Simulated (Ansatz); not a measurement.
# What LaGaO3 (Pm-3m) distorts into, part 2 of 3

Wanted: the energy along a soft mode of LaGaO3 (Pm-3m) and the structure at the end.

Ansatz 0.2.0; DFT PBEsol, scalar-relativistic, plane waves, PAW; PAW set soft_1.

So far, highest frequency on the path or at a solved wavevector (cm⁻¹): step 2 (the dispersion) 790. Also lowest frequency on the path (cm⁻¹): step 2 -213.

## Step 4: The mode frozen in, largest atomic shift 0.45 Å

The atoms are moved along the unstable eigenvector, the largest shift by 0.45 Å, with the cell fixed.

Input file input.yaml:

```yaml
crystal:
  lattice:
    - [3.8649841263, 3.8649841263, 0.0]
    - [3.8649841263, 0.0, 3.8649841263]
    - [3.8649841263, 0.0, -3.8649841263]
  atoms:
    - { symbol: La, position: [0.5, 0.25, 0.75] }
    - { symbol: La, position: [0.5, 0.75, 0.25] }
    - { symbol: Ga, position: [0.0, 0.0, 0.0] }
    - { symbol: Ga, position: [0.0, 0.5, 0.5] }
    - { symbol: O, position: [0.5, 0.708835788, 0.791164212] }
    - { symbol: O, position: [0.5, 0.291164212, 0.208835788] }
    - { symbol: O, position: [0.0823284239, 0.1676715761, 0.6676715761] }
    - { symbol: O, position: [-0.0823284239, 0.8323284239, 0.3323284239] }
    - { symbol: O, position: [0.0, 0.291164212, 0.208835788] }
    - { symbol: O, position: [0.0, 0.708835788, 0.791164212] }
kpoints:
  mp_grid: { grid: [6, 6, 6] }
hamiltonian:
  xc: pbesol
  pseudopotentials: { kind: paw, azcp: { folder: soft_1 }, xc_functional: pbe }
scf:
  occupations: { method: gaussian, width: 0.02 }
output:
  forces: true
  stress: true
  eigenvalues: true
```

On the command line:

```
ansatz run input.yaml --threads 4 --pin off --max-ram 10240MiB --backend cpu --events-out ev --progress --plain --runs-dir out
```

Numbers of over 12 decimals in the logs are rounded to 6 here.

The program printed:

```text
[...]
Crystal: 10 atoms, lattice volume = 115.471 Å³
Basis set: ecut = 420 eV, 2229 PW (Γ), exchange–correlation on 80×80×80 points (8 copies of the dense FFT grid, shifted against one another)
Bands: 52, of which v1, the nominal top of the filled ones, is band 42 counted from 1 (41 counted from 0)
Symmetry: 8 space group operations
[...]
k-points: 46 of 216
[...]
k-point 0: bands = [... 38 lower, 11.0513, 11.0850, 11.1016, 11.2628, 14.9720, 15.6335, 16.0900, 16.2147, ... 5 higher]
  k-point 1: bands = [... 38 lower, 10.7308, 11.0870, 11.0935, 11.1881, 15.3599, 15.7558, 16.1052, 16.2159, ... 5 higher]
  k-point 2: bands = [... 38 lower, 10.8008, 10.9669, 11.1802, 11.1958, 15.9382, 16.1088, 16.1785, 16.2502, ... 5 higher]
  k-point 45: bands = [... 38 lower, 10.6307, 10.7097, 10.7838, 11.1553, 16.1496, 16.2122, 16.2730, 16.3164, ... 5 higher]
[key lines of the parts left out:]
SCF converged after 9 iterations
Free energy (F): -23186.701105 eV
Fermi energy:    13.167068 eV
P = ⅓ Tr σ = 2.7582 GPa (27.582 kbar)
```

Run time: 6.1 s. Hardware: 4 threads of Arm Neoverse V1, shared host; peak memory 0.62 GiB.

This step gave:

```yaml
pressure: 2.758 GPa
gap_on_the_k_mesh: 3.610 eV
energy_from_the_undistorted_cell: -42.84 meV/atom
```

The energy, extrapolated to zero smearing, is -42.84 meV/atom against the undistorted cell.

The run ends at a pressure of 2.76 GPa, with forces up to 0.66 eV/Å.

## Step 5: Energy along the mode, all amplitudes (two of the runs are shown above)

An imaginary frequency means negative curvature, so the energy should fall and then rise again as anharmonic terms take over.

Numbers from this step:

```
depth at the lowest point sampled  : 42.84 meV/atom
largest atomic shift at that point : 0.45 Å
```

Table of energy from the parent by largest atomic shift:

```csv
largest atomic shift (Å),energy from the parent (meV/atom)
0.000,0
0.040,-0.849
0.080,-3.34
0.140,-9.78
0.220,-21.8
0.320,-37.1
0.450,-42.8
0.600,3.13
```

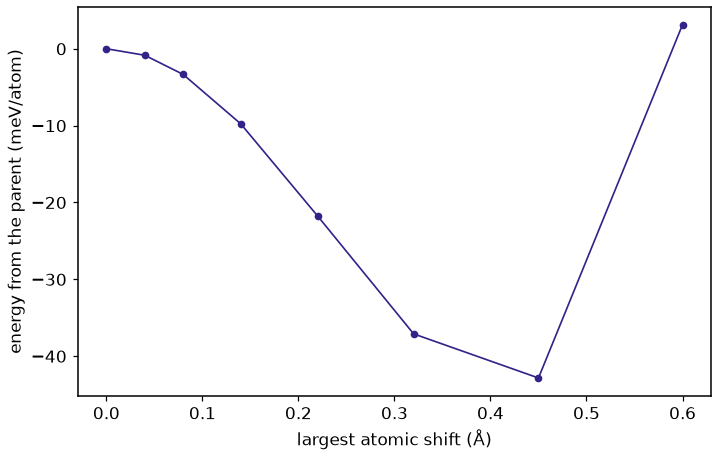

Energy from the parent, plotted against largest atomic shift.

Displacement at unit largest shift by atom:

```csv
atom,x (Å),y (Å),z (Å),size
La1,0.000,0.000,0.000,0.000
La2,0.000,0.000,0.000,0.000
Ga3,0.000,0.000,0.000,0.000
Ga4,0.000,0.000,0.000,0.000
O5,0.000,0.000,-0.707,0.707
O6,0.000,0.000,0.707,0.707
O7,-0.707,0.707,0.000,1.000
O8,0.707,-0.707,0.000,1.000
O9,0.000,0.000,0.707,0.707
O10,0.000,0.000,-0.707,0.707
```

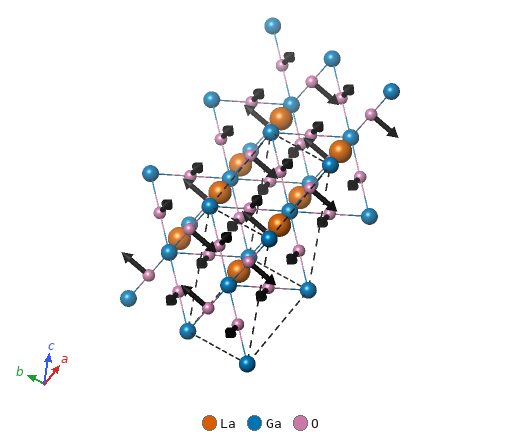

Displacement at unit largest shift as arrows, the longest 1.000 Å. 2×2×1 cells are drawn. Some periodic images of atoms are drawn too.

The lowest of the steps tried is at 0.45 Å, 42.8 meV/atom below the parent; the bottom of the well need not coincide with a step.

## Step 6: Relaxing from the distorted cell

Starting from the lowest point found, all atoms and the cell are let go, so that strain and other modes of the same symmetry can join in.

input.yaml: that of step 4 with these lines changed.

```diff
@@ -22,3 +22,3 @@
 scf:
-  occupations: { method: gaussian, width: 0.02 }
+  occupations: { method: fixed }
 output:
@@ -27 +27,10 @@
   eigenvalues: true
+  write_density: true
+  write_potential: true
+  elf: true
+  volumetric_format: npy
+relax:
+  adjacent_minimum: "off"
+  f_tol: 0.002
+  max_steps: 120
+  cell: { stress_tol: 0.03 }
```

The program printed:

```text
[...]
Crystal: 10 atoms, lattice volume = 115.471 Å³
Basis set: ecut = 420 eV, 2229 PW (Γ), exchange–correlation on 80×80×80 points (8 copies of the dense FFT grid, shifted against one another)
Bands: 52, of which v1, the nominal top of the filled ones, is band 42 counted from 1 (41 counted from 0)
Symmetry: 8 space group operations
[...]
k-points: 46 of 216
[...]
SCF iter   1: F=—  HF=-23187.915749 eV  |F-HF|=—  |Δ(HF+E_count)|=         —  Δρ=8.19e-2  dr2=5.37e0  ethr=3.10e-3  ⟨swp⟩=3.6  Hψ=8514  notcnv=0  defer=58
[...]
SCF iter   9: F=-23186.701105 eV  HF=-23186.701105 eV  |F-HF|=6.88e-9  |Δ(HF+E_count)|=   1.40e-7  Δρ=5.27e-6  dr2=3.14e-8  ethr=1.19e-10  ⟨swp⟩=20.4  Hψ=22391  notcnv=0
SCF 1 converged in 9 iterations: F = -23186.701105 eV  dr2 = 3.14e-8
[...]
relax step   1: F+E_penalty+E_count = -23186.70110510 eV  Δ(F+E_penalty+E_count) = +0.000e0 eV  max|allowed force component| = 4.679e-1 eV/Å  Δτ_max = 0.0000 Å  P = +2.758 GPa  Ω = 115.471 Å³  (9 SCF iters, dr2 threshold 1.00e-7 eV, accepted)
Crystal: 10 atoms, lattice volume = 116.794 Å³
Basis set: ecut = 420 eV, 2253 PW (Γ), exchange–correlation on 80×80×80 points (8 copies of the dense FFT grid, shifted against one another)
[...]
iter 1 solved again at ethr=6.51e-5 eV; its pass at ethr=3.10e-3 eV (dr2=5.47e-2 eV) is discarded
[...]
SCF iter   6: F=-23186.745488 eV  HF=-23186.745488 eV  |F-HF|=1.35e-7  |Δ(HF+E_count)|=   3.15e-6  Δρ=3.33e-5  dr2=8.18e-7  ethr=1.19e-9  ⟨swp⟩=20.2  Hψ=26983  notcnv=0
SCF 2 converged in 6 iterations: F = -23186.745488 eV  dr2 = 8.18e-7
[...]
relax step   2: F+E_penalty+E_count = -23186.74548820 eV  Δ(F+E_penalty+E_count) = -4.438e-2 eV  max|allowed force component| = 1.698e-1 eV/Å  Δτ_max = 0.0536 Å  P = +0.183 GPa  Ω = 116.794 Å³  energy of the carried Pulay correction = -3.463e-3 eV  (6 SCF iters, dr2 threshold 1.00e-6 eV, accepted)
Crystal: 10 atoms, lattice volume = 117.054 Å³
[...]
SCF iter   6: F=-23186.757327 eV  HF=-23186.757327 eV  |F-HF|=7.41e-9  |Δ(HF+E_count)|=   3.31e-7  Δρ=1.19e-5  dr2=1.03e-7  ethr=1.19e-9  ⟨swp⟩=10.3  Hψ=17781  notcnv=0
SCF 3 converged in 6 iterations: F = -23186.757327 eV  dr2 = 1.03e-7
  Residual-converged pass: ⟨swp⟩=1.0  Hψ=2576  notcnv=0  max |occ|·‖R‖ = 7.0e-9 eV (tolerance 1.0e-8 eV)  dr2=1.03e-7  dr2_onsite=2.05e-8  max |Δocc| = 0.0e0
relax step   3: F+E_penalty+E_count = -23186.75732684 eV  Δ(F+E_penalty+E_count) = -1.184e-2 eV  max|allowed force component| = 4.152e-2 eV/Å  Δτ_max = 0.0225 Å  P = -0.305 GPa  Ω = 117.054 Å³  energy of the carried Pulay correction = -4.137e-3 eV  (6 SCF iters, dr2 threshold 1.00e-6 eV, accepted)
[...]
relax step   4: F+E_penalty+E_count = -23186.75890120 eV  Δ(F+E_penalty+E_count) = -1.574e-3 eV  max|allowed force component| = 1.606e-2 eV/Å  Δτ_max = 0.0040 Å  P = -0.059 GPa  Ω = 116.932 Å³  energy of the carried Pulay correction = -3.820e-3 eV  (4 SCF iters, dr2 threshold 1.00e-6 eV, accepted)
[...]
relax step   5: F+E_penalty+E_count = -23186.75890904 eV  Δ(F+E_penalty+E_count) = -7.844e-6 eV  max|allowed force component| = 1.141e-2 eV/Å  Δτ_max = 0.0065 Å  P = -0.175 GPa  Ω = 117.055 Å³  energy of the carried Pulay correction = -4.141e-3 eV  (5 SCF iters, dr2 threshold 4.19e-7 eV, accepted)
[...]
relax step   6: F+E_penalty+E_count = -23186.75946971 eV  Δ(F+E_penalty+E_count) = -5.607e-4 eV  max|allowed force component| = 1.817e-3 eV/Å  Δτ_max = 0.0030 Å  P = +0.000 GPa  Ω = 116.916 Å³  energy of the carried Pulay correction = -3.779e-3 eV  (5 SCF iters, dr2 threshold 9.15e-8 eV, accepted)
[...]
relax step   7: F+E_penalty+E_count = -23186.76363913 eV  Δ(F+E_penalty+E_count) = -4.169e-3 eV  max|allowed force component| = 1.783e-3 eV/Å  Δτ_max = 0.0000 Å  P = +0.063 GPa  Ω = 116.916 Å³  stress off target by 1.19e-1 GPa  SCF on the basis re-selected at this cell (its energy is not comparable with the rows above)  (7 SCF iters)
[...]
relax step   8: F+E_penalty+E_count = -23186.76357284 eV  Δ(F+E_penalty+E_count) = +6.629e-5 eV  max|allowed force component| = 2.840e-4 eV/Å  Δτ_max = 0.0003 Å  P = -0.005 GPa  Ω = 116.949 Å³  energy of the carried Pulay correction = -8.442e-5 eV  (4 SCF iters, dr2 threshold 3.55e-8 eV, accepted)
[...]
SCF iter   5: F=-23186.763664 eV  HF=-23186.763664 eV  |F-HF|=0.00e0  |Δ(HF+E_count)|=    0.00e0  Δρ=8.02e-8  dr2=8.30e-12  ethr=1.00e-12  ⟨swp⟩=14.7  Hψ=15816  notcnv=0
SCF 9 converged in 5 iterations: F = -23186.763664 eV  dr2 = 8.30e-12
relax step   9: F+E_penalty+E_count = -23186.76366419 eV  Δ(F+E_penalty+E_count) = -9.135e-5 eV  max|allowed force component| = 2.689e-4 eV/Å  Δτ_max = 0.0000 Å  P = -0.004 GPa  Ω = 116.949 Å³  stress off target by 6.90e-3 GPa  SCF on the basis re-selected at this cell (its energy is not comparable with the rows above)  (5 SCF iters)
[...]
SCF converged after 5 iterations
Free energy (F): -23186.763664 eV
[...]
Internal energy: -23186.763664 eV  (E = F + TS)
E sigma→0 (E₀):  -23186.763664 eV
Fermi energy:    11.187619 eV
[...]
--- Forces (eV/Å), atoms counted from 1 ---
  atom   1  La     0.00003325    -0.00003325     0.00000000
  atom   2  La    -0.00003325     0.00003325     0.00000000
  atom   3  Ga     0.00000000    -0.00000000     0.00000000
  atom   4  Ga     0.00000000     0.00000000     0.00000000
  atom   5  O     -0.00000000     0.00000000    -0.00015093
  atom   6  O      0.00000000    -0.00000000     0.00015093
  atom   7  O     -0.00026893     0.00026893     0.00000000
  atom   8  O      0.00026893    -0.00026893     0.00000000
  atom   9  O      0.00000000    -0.00000000     0.00015093
  atom  10  O     -0.00000000     0.00000000    -0.00015093
  max |Σ_I F_I| component: 0.00e0 eV/Å
--- Stress (GPa, compression-positive) ---
       -0.003504      -0.003400      -0.000000
       -0.003400      -0.003504       0.000000
       -0.000000       0.000000      -0.005589
  P = ⅓ Tr σ = -0.0042 GPa (-0.042 kbar)
--- Band table (eV; the first three rows and the last of 46) ---
  k-point 0: bands = [... 38 lower, 10.8467, 10.8505, 10.9962, 11.0247, 14.6642, 15.3870, 15.8079, 15.9173, ... 6 higher]
  k-point 1: bands = [... 38 lower, 10.6167, 10.8835, 10.9101, 11.0098, 15.0621, 15.5049, 15.8228, 15.9203, ... 6 higher]
  k-point 2: bands = [... 38 lower, 10.6674, 10.7706, 10.9695, 11.0318, 15.6867, 15.8210, 15.8923, 15.9671, ... 6 higher]
  k-point 45: bands = [... 38 lower, 10.4225, 10.5238, 10.6078, 10.9809, 15.8639, 15.9319, 15.9852, 16.0152, ... 6 higher]
--- Relaxed structure (7 steps of the walk, 7 accepted, 2 SCFs on fresh bases) ---
  F+E_penalty+E_count = -23186.76366419 eV   max|allowed force component| = 2.689e-4 eV/Å   (the final SCF, on the basis selected at the relaxed cell)
  cell:  # Å, volume = 116.9491 Å³
    - [3.865696, 3.865696, 0.0]
    - [3.888464, -0.022768, 3.867459]
    - [3.888464, -0.022768, -3.867459]
  atoms:
    - { symbol: La, position: [0.492928, 0.257072, 0.757072] }
    - { symbol: La, position: [0.507072, 0.742928, 0.242928] }
    - { symbol: Ga, position: [4.263891515010197e-19, 0, 0] }
    - { symbol: Ga, position: [-8.673617379884035e-19, 0.500000, 0.500000] }
    - { symbol: O, position: [0.500000, 0.707169, 0.792831] }
    - { symbol: O, position: [0.500000, 0.292831, 0.207169] }
    - { symbol: O, position: [0.077787, 0.172213, 0.672213] }
    - { symbol: O, position: [-0.077787, 0.827787, 0.327787] }
    - { symbol: O, position: [0.0, 0.292831, 0.207169] }
    - { symbol: O, position: [-1.734723475976807e-18, 0.707169, 0.792831] }
```

Elapsed: 56 s, on 4 threads; peak memory 0.66 GiB; 3.6 min of CPU time.

Relaxation path:

```csv
step,energy less that of the first step (eV),largest force component (eV/Å),pressure (GPa),volume (Å³)
1,0.0000,0.4679,2.76,115.47
2,-0.0444,0.1698,0.18,116.79
3,-0.0562,0.0415,-0.30,117.05
4,-0.0578,0.0161,-0.06,116.93
5,-0.0578,0.0114,-0.18,117.06
6,-0.0584,0.0018,0.00,116.92
7*,-0.0625,0.0018,0.06,116.92
8,-0.0625,0.0003,0.00,116.95
9*,-0.0626,0.0003,0.00,116.95
```

Relaxation steps marked * repeat the geometry before them on a plane-wave basis chosen anew for their cell, so energy and pressure can jump there.

The run keeps the 8 symmetry operations that it works with, so distortions that break them were not tested.

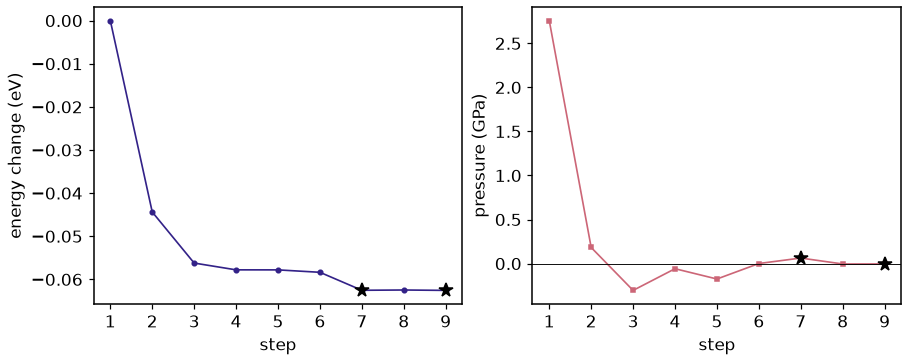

Energy and pressure along the relaxation. Stars mark steps on a basis chosen anew.

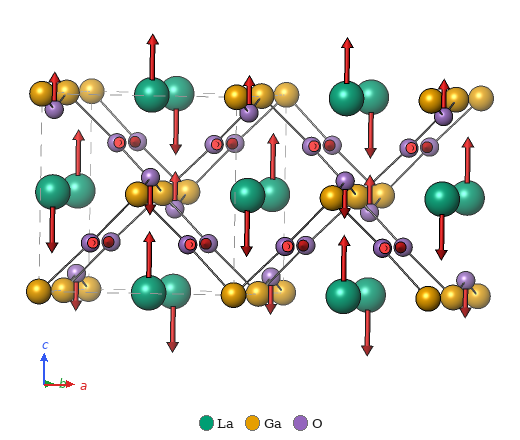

Displacements in the relaxation, exaggerated, measured against the changing cell; the longest in the cell stands for 0.04 Å. 2×1×1 conventional cells are drawn. Some periodic images of atoms are drawn too.

```csv
"conventional cell, symmetrised",before,after,change
a (Å),5.466,5.467,+0.0 %
b (Å),7.730,7.735,+0.1 %
c (Å),5.466,5.531,+1.2 %
volume (Å³/atom),11.55,11.69,+1.3 %
```

The atoms that moved most (Å, as changes of fractional coordinates times the final cell):

```csv
atom,dx,dy,dz,length
La1,0.028,-0.028,0.000,0.039
La2,-0.028,0.028,0.000,0.039
O7,0.018,-0.018,0.000,0.025
O8,-0.018,0.018,0.000,0.025
O6,0.000,0.000,0.013,0.013
O5,0.000,0.000,-0.013,0.013
O9,0.000,0.000,0.013,0.013
O10,0.000,0.000,-0.013,0.013
```

This step gave:

| Property | Result |
| --- | --- |
| pressure | -0.004199 GPa |
| gap on the k-mesh | 3.477 eV |
| volume per atom | 11.69 Å³ |

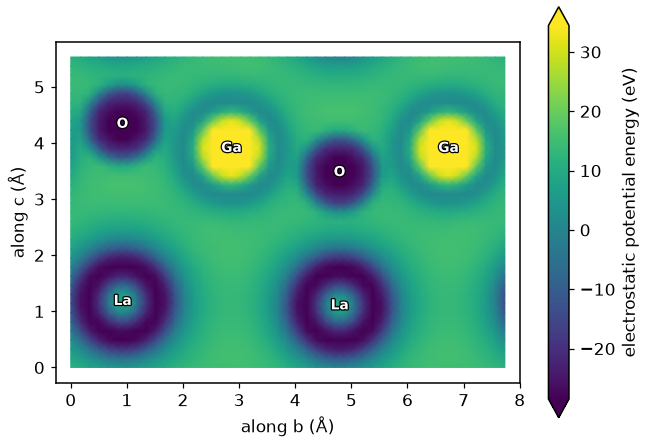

Electrostatic potential energy in the bc plane of the conventional cell at fractional x = 0.000, with atoms of La and Ga and O within 0.2 Å of it. With pseudopotentials it is smooth inside the atoms' cores, unlike the true potential. The map starts off the cell's origin, so that atoms lie inside it.

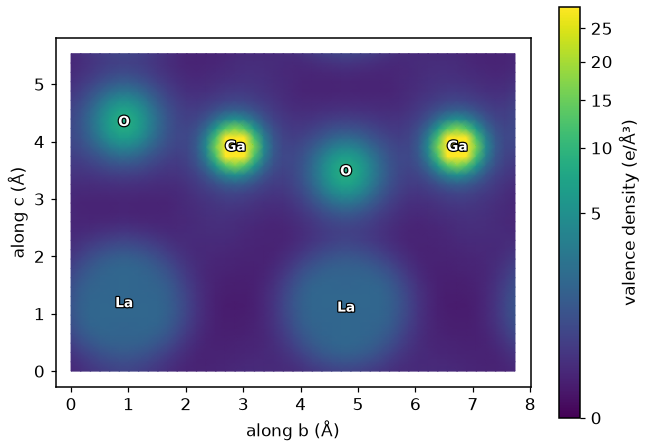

Valence density in the bc plane of the conventional cell at fractional x = 0.000, with atoms of La and Ga and O within 0.2 Å of it. It is the smooth field of the valence electrons, not physical close to the nuclei. The map starts off the cell's origin, so that atoms lie inside it. The colour scale is stretched toward low values.

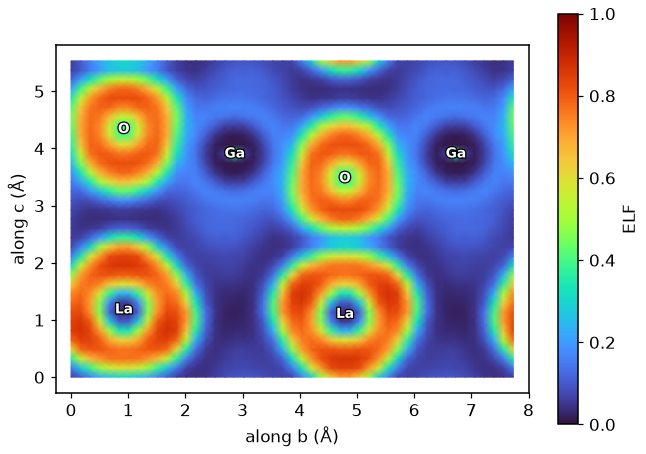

ELF in the bc plane of the conventional cell at fractional x = 0.000, with atoms of La and Ga and O within 0.2 Å of it. It is the smooth field of the valence electrons, not physical close to the nuclei. The map starts off the cell's origin, so that atoms lie inside it.

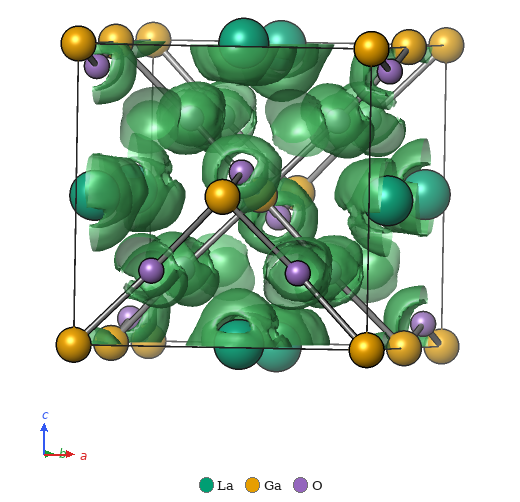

Surface of ELF = 0.79.

The distorted start has space group Imma; the relaxation ends in Imma.

## Step 7: The new phase in its own primitive cell

The relaxed structure is symmetrised, reduced to its primitive cell and relaxed tightly, as its phonons need.

Input file input.yaml:

```yaml
crystal:
  lattice:
    - [-2.733460108, 3.8674588707, 2.7656589299]
    - [2.733460108, -3.8674588707, 2.7656589299]
    - [2.733460108, 3.8674588707, -2.7656589299]
  atoms:
    - { symbol: La, position: [0.2570716945, 0.5070716945, 0.75] }
    - { symbol: La, position: [0.7429283055, 0.4929283055, 0.25] }
    - { symbol: Ga, position: [0.0, 0.0, 0.0] }
    - { symbol: Ga, position: [0.5, 0.0, 0.5] }
    - { symbol: O, position: [0.70716912, 0.0, 0.20716912] }
    - { symbol: O, position: [0.29283088, 0.0, 0.79283088] }
    - { symbol: O, position: [0.1722128482, 0.9222128482, 0.25] }
    - { symbol: O, position: [0.8277871518, 0.0777871518, 0.75] }
    - { symbol: O, position: [0.29283088, 0.5, 0.29283088] }
    - { symbol: O, position: [0.70716912, 0.5, 0.70716912] }
kpoints:
  mp_grid: { grid: [6, 6, 6] }
hamiltonian:
  xc: pbesol
  pseudopotentials: { kind: paw, azcp: { folder: soft_1 }, xc_functional: pbe }
scf:
  occupations: { method: fixed }
output:
  forces: true
  stress: true
  eigenvalues: true
relax:
  adjacent_minimum: "off"
  f_tol: 0.001
  max_steps: 60
  cell: { stress_tol: 0.01 }
```

The program printed:

```text
[...]
Crystal: 10 atoms, lattice volume = 116.949 Å³
Basis set: ecut = 420 eV, 2253 PW (Γ), exchange–correlation on 80×80×80 points (8 copies of the dense FFT grid, shifted against one another)
Bands: 52, of which v1, the nominal top of the filled ones, is band 42 counted from 1 (41 counted from 0)
Symmetry: 8 space group operations
[...]
k-points: 46 of 216
[...]
- { symbol: Ga, position: [0.0, 0.0, 0.0] }
    - { symbol: Ga, position: [0.500000, 0.0, 0.500000] }
    - { symbol: O, position: [0.70716912, 0.0, 0.207169] }
    - { symbol: O, position: [0.292831, 0.0, 0.792831] }
    - { symbol: O, position: [0.172213, 0.9222128482, 0.25] }
    - { symbol: O, position: [0.8277871518, 0.077787, 0.750000] }
    - { symbol: O, position: [0.29283088, 0.5, 0.29283088] }
    - { symbol: O, position: [0.707169, 0.500000, 0.70716912] }
[key lines of the parts left out:]
SCF converged after 6 iterations
Free energy (F): -23186.763664 eV
Fermi energy:    11.187620 eV
P = ⅓ Tr σ = -0.0042 GPa (-0.042 kbar)
```

The job ended after 12 s (4 threads; peak memory 0.64 GiB).

Little changed from the start: no atom moved by 0.005 Å and no cell edge by 0.1 %.

This step gave:

```yaml
pressure: -0.004196 GPa
direct_gap_on_mesh: 3.639 eV
```

The largest force component left is 0.38 meV/Å and the pressure is -0.004 GPa, within the tolerances set. The cell now holds 11.69 Å³/atom.

[end of part 2 of 3]

[Logs are printed without paths, hosts, clocks, repeated set-up lines and the standing remarks that a program may print on its own settings, such as how far it seeks lower states.]

[Hosts, paths, dates, database ids (printed as entryN), source tags and the programs' standing remarks are cut or masked in the printed files.]
